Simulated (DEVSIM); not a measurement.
System: Ti/SiO2/p-Si capacitor, at 400 K.

| layer (left to right) | material | thickness (nm) | Na (cm⁻³) |
|---|---|---|---|
| 1 | SiO2 | 2.90 | - |
| 2 | Si | 13000 | 2e15 |

Metal gate on the left, work function 4.33 eV. Fixed charge at the semiconductor interface -8.4e10 cm⁻² (in units of +e); interface traps 1e11 cm⁻² eV⁻¹, uniform in energy, neutral level at 0.7 of the gap above the valence band.

Constants are typed, rounded textbook-type inputs, not results; the design itself was drawn at random and stands for no fabricated device. Values at 300 K; Nc and Nv go as T^1.5, mobilities as T to minus their exponent, the gap by Varshni's rule with the affinity fixed.

```
parameter         SiO2        Si
----------------  ----  --------
gap (eV)             9     1.124
affinity (eV)      0.9      4.05
permittivity       3.9      11.7
Nc (cm⁻³)            -   2.86e19
Nv (cm⁻³)            -    3.1e19
Varshni α (eV/K)     -  0.000473
Varshni β (K)        -       636
```

Simulated with DEVSIM: 1D Poisson equation in equilibrium, Boltzmann statistics, complete ionisation; no quantum confinement or tunnelling. Metal contacts follow the ideal Schottky-Mott rule: no Fermi-level pinning, no interface dipoles.

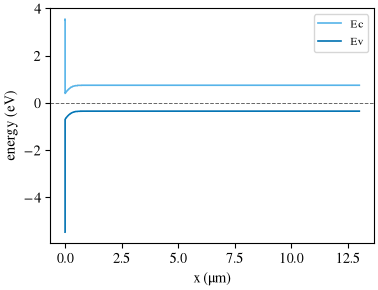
Figure: Band edges at -0.1 V on the gate

Energies count from the Fermi level of the right contact; mesh points crowd at the junctions.

```tsv
x (μm)	Ec (eV)	Ev (eV)	n (cm⁻³)	p (cm⁻³)	field (V/cm)
0.000	3.530	-5.470	< 1e2	< 1e2	78000
0.001075	3.538	-5.462	< 1e2	< 1e2	78000
0.002234	3.547	-5.453	< 1e2	< 1e2	78000
0.003314	0.403	-0.693	3.7e14	8.8e10	14000
0.006723	0.408	-0.689	3.2e14	1.0e11	14000
0.01337	0.417	-0.679	2.5e14	1.3e11	14000
0.02888	0.438	-0.659	1.3e14	2.4e11	13000
0.08479	0.506	-0.590	1.8e13	1.7e12	11000
0.1955	0.613	-0.483	8.3e11	3.9e13	8000
0.4540	0.729	-0.368	2.9e10	1.1e15	1800
1.057	0.749	-0.348	1.6e10	2.0e15	≈ 0
3.343	0.749	-0.347	1.6e10	2.0e15	≈ 0
7.516	0.749	-0.347	1.6e10	2.0e15	≈ 0
10.65	0.749	-0.347	1.6e10	2.0e15	≈ 0
12.24	0.749	-0.347	1.6e10	2.0e15	≈ 0
12.68	0.749	-0.347	1.6e10	2.0e15	≈ 0
12.86	0.749	-0.347	1.6e10	2.0e15	≈ 0
12.94	0.749	-0.347	1.6e10	2.0e15	≈ 0
12.98	0.749	-0.347	1.6e10	2.0e15	≈ 0
13.00	0.749	-0.347	1.6e10	2.0e15	≈ 0
13.00	0.749	-0.347	1.6e10	2.0e15	≈ 0
13.00	0.749	-0.347	1.6e10	2.0e15	≈ 0
```
